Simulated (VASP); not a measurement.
# Y with PBEsol: from relaxation to properties, part 4 of 4

Aim: relax Y, then compute properties on the relaxed cell. Left out of this account: 1 further run (bands with PBEsol: it diverged and was aborted). The start is a cell from a database of measured crystal structures.

VASP 6.6.1; PBEsol; plane waves and PAW (Y_sv).

Still holding for the runs below: The k-mesh is coarse for a metal.

So far. Step 13 (Volume scan with PBEsol, volume scale 1.06): The pressure falls from -1.64 to -2.37 GPa. The parabola predicted -2.37 GPa, which holds within 0.01 GPa. The relaxed cell has a = 3.604, c = 5.573 Å (conventional setting).

## Step 15: Fit for PBEsol

This step: Birch-Murnaghan fit, PBEsol; plane waves and PAW (VASP 6.6.1).

No new run; the numbers come from the runs before.

This step gave:

| Property | Result |
| --- | --- |
| pressure derivative of the bulk modulus | 2.668 |
| r.m.s. error of the fit | 4.10e-6 eV/atom |
| minimum inside the sampled range | yes |
| bulk modulus | 44.43 GPa |
| equilibrium volume of the fit | 31.40 Å³/atom |

The energy above the fitted minimum by volume:

```csv
volume (Å³/atom),energy above the fitted minimum (eV/atom)
29.46,0.0179
30.09,0.00799
30.72,0.00211
31.35,1.3e-5
31.97,0.00140
32.60,0.00605
33.23,0.0137
```

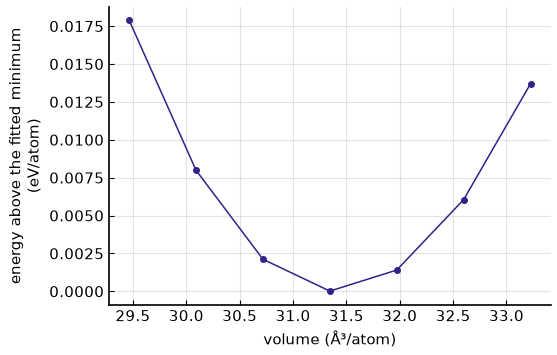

Energy above the fitted minimum against volume.

The fitted volume lies +0.18 % from the relaxed one. At a finite cutoff and mesh the minimum of the energy and the zero of the stress don't quite coincide, and the relaxation stops at a threshold.

## Step 16: Electric field gradients (PBEsol)

This step: PBEsol; plane waves and PAW (Y_sv) (VASP 6.6.1).

Field gradients probe how far the charge around each nucleus departs from cubic symmetry; LASPH keeps the non-spherical terms inside the spheres.

INCAR reads:

```
SYSTEM = Y
PREC = Accurate
ENCUT = 400
EDIFF = 1E-07
NELM = 100
ISMEAR = 1
SIGMA = 0.2
LREAL = .FALSE.
ALGO = Normal
GGA = PS
NBANDS = 17
LASPH = .TRUE.
LORBIT = 11
LWAVE = .FALSE.
LCHARG = .FALSE.
KPAR = 2
LEFG = .TRUE.
```

POSCAR reads:

```
Y
1.0
    3.6039126222      0.0000000000      0.0000000000
   -1.8019563111      3.1210798839      0.0000000000
    0.0000000000      0.0000000000      5.5734566707
Y
2
Direct
    0.3333333333      0.6666666667      0.2500000000
    0.6666666667      0.3333333333      0.7500000000
```

KPOINTS reads:

```
Automatic mesh
0
Gamma
7 7 4
0 0 0
```

The projector-augmented-wave data sets are Y_sv (PBE family, release 64).

Run with:

```bash
$ mpirun -np 2 vasp_std
```

What it wrote:

```text
[... set-up lines as in an earlier step ...]
 entering main loop
       N       E                     dE             d eps       ncg     rms          rms(c)
[... 11 cycles as in an earlier step ...]
DAV:  12    -0.136441217783E+02    0.19477E-05   -0.16020E-05   990   0.346E-02    0.184E-02
DAV:  13    -0.136441236824E+02   -0.19041E-05   -0.41994E-06   903   0.189E-02    0.295E-03
DAV:  14    -0.136441237190E+02   -0.36612E-07   -0.19477E-07  1015   0.300E-03
ion   1
     0.0000000    -0.0000000    -0.0000000    -0.5209099     0.0000000    -0.0000000
     0.0000519    -0.0000000    -0.0000000    -0.5209099     0.0000000    -0.0000000
     0.0000714    -0.0000000    -0.0000000    -0.5209099     0.0000000    -0.0000000
     0.0000984    -0.0000000    -0.0000000    -0.5209098     0.0000000    -0.0000000
     0.0001355    -0.0000000    -0.0000000    -0.5209098     0.0000000    -0.0000000

     0.0000000    -0.0000000    -0.0000000   -27.6597485     0.0000000    -0.0000001
     0.0000519    -0.0000000    -0.0000000   -27.6573103     0.0000000    -0.0000001
     0.0000714    -0.0000000    -0.0000000   -27.6559500     0.0000000    -0.0000001
     0.0000984    -0.0000000    -0.0000000   -27.6537479     0.0000000    -0.0000001
     0.0001355    -0.0000000    -0.0000000   -27.6501990     0.0000000    -0.0000001

ion   2
     0.0000000    -0.0000000    -0.0000000    -0.5209099    -0.0000000    -0.0000000
     0.0000519    -0.0000000    -0.0000000    -0.5209099    -0.0000000    -0.0000000
     0.0000714    -0.0000000    -0.0000000    -0.5209099    -0.0000000    -0.0000000
     0.0000984    -0.0000000    -0.0000000    -0.5209098    -0.0000000    -0.0000000
     0.0001355    -0.0000000    -0.0000000    -0.5209098    -0.0000000    -0.0000000

     0.0000000    -0.0000000    -0.0000000   -27.6597485    -0.0000000    -0.0000001
     0.0000519    -0.0000000    -0.0000000   -27.6573103    -0.0000000    -0.0000001
     0.0000714    -0.0000000    -0.0000000   -27.6559500    -0.0000000    -0.0000001
     0.0000984    -0.0000000    -0.0000000   -27.6537479    -0.0000000    -0.0000001
     0.0001355    -0.0000000    -0.0000000   -27.6501990    -0.0000000    -0.0000001

   1 F= -.13644124E+02 E0= -.13644130E+02  d E =0.187346E-04
```

It took 6.4 s on 2 MPI ranks of Intel Xeon 6975P-C (Granite Rapids), shared host; peak memory 0.3 GiB; 10 s of CPU time.

From OUTCAR (step 16):

```text
   NELECT =      22.0000    total number of electrons

 E-fermi :   3.1257

  Total        0.0008047      0.0008047     -0.0001820      0.0000000      0.0000000      0.0000000
  in kB        0.0205663      0.0205663     -0.0046509      0.0000000      0.0000000      0.0000000
  external PRESSURE =       0.0121606 kB  Pullay stress =       0.0000000 kB

 POSITION                                       TOTAL-FORCE (eV/Angst)
 -----------------------------------------------------------------------------------
     -0.00000      2.08072      1.39336         0.000000      0.000000      0.000000
      1.80196      1.04036      4.18009        -0.000000      0.000000      0.000000
 -----------------------------------------------------------------------------------
    total drift:                               -0.000000      0.000000     -0.000000

  FREE ENERGIE OF THE ION-ELECTRON SYSTEM (eV)
  ---------------------------------------------------
  free  energy   TOTEN  =       -13.6441237190 eV

  energy  without entropy=      -13.6441424536  energy(sigma->0) =      -13.64412996

 Electric field gradients after diagonalization (V/A^2)
 (convention: |V_zz| > |V_xx| > |V_yy|)
----------------------------------------------------------------------
 ion       V_xx      V_yy      V_zz     asymmetry (V_yy - V_xx)/ V_zz
----------------------------------------------------------------------
   1     -17.619   -17.619    35.238       0.000
   2     -17.619   -17.619    35.238       0.000
----------------------------------------------------------------------

[... 17 parts as in an earlier step ...]

[... 1 further part left out ...]
```

This step gave:

```yaml
free_energy_toten: -13.64 eV
fermi_energy: 3.126 eV
pressure: 0.001216 GPa
```

Electric field gradients, by row:

```
atom  Vxx (V/Å²)  Vyy (V/Å²)  Vzz (V/Å²)  asymmetry
  Y1      -17.62      -17.62       35.24          0
  Y2      -17.62      -17.62       35.24          0
```

The largest gradient, 35.24 V/Å², sits on Y1 and like sites; the stable nuclei of Y have no quadrupole moment in their ground state, so NMR and NQR don't see it.

## Step 17: Summary of results

```
relaxed volume                            : 31.35 Å³/atom
relaxed conventional cell a, b, c         : 3.604, 3.604, 5.573 Å; angles 90.0, 90.0, 120.0°
space group after relaxing, within 0.02 Å : P6_3/mmc (No. 194)
band gap                                  : none, a metal
DOS at the Fermi level                    : 4.02 states/eV/cell
bulk modulus from the fit                 : 44.4 GPa
volume from the fit                       : 31.4 Å³/atom
largest field gradient Vzz                : 35.24 V/Å² on Y1
```

**Reading.** With PBEsol, Y relaxes to 31.35 Å³/atom in space group P6_3/mmc (held by the symmetry of the run), comes out as a metal and has a bulk modulus of 44.4 GPa at fixed shape and positions, an upper bound. Against the listed cell the volume lies -5.0 % (a -1.2 %, c -2.7 %). Bands along the symmetry lines (PBEsol): Of the bands kept, 2 cross the Fermi level on this path. Spin-orbit coupling is left out; it would split some degenerate bands. The k-sampling is coarse for a metal, so the Fermi level, pressures and the shape of the cell carry errors. No search among competing phases was made. All values are for a static lattice at zero temperature.

[Lines on the potential files, build, host, timing and source positions are cut from VASP's logs without a mark.]

[Logs are printed without paths, hosts, clocks, repeated set-up lines and the standing remarks that a program may print on its own settings, such as how far it seeks lower states.]

[Hosts, paths, dates, database ids (printed as entryN), source tags and the programs' standing remarks are cut or masked in the printed files.]

[A measured line is paired with the nearest computed mode of its activity, which favours agreement.]
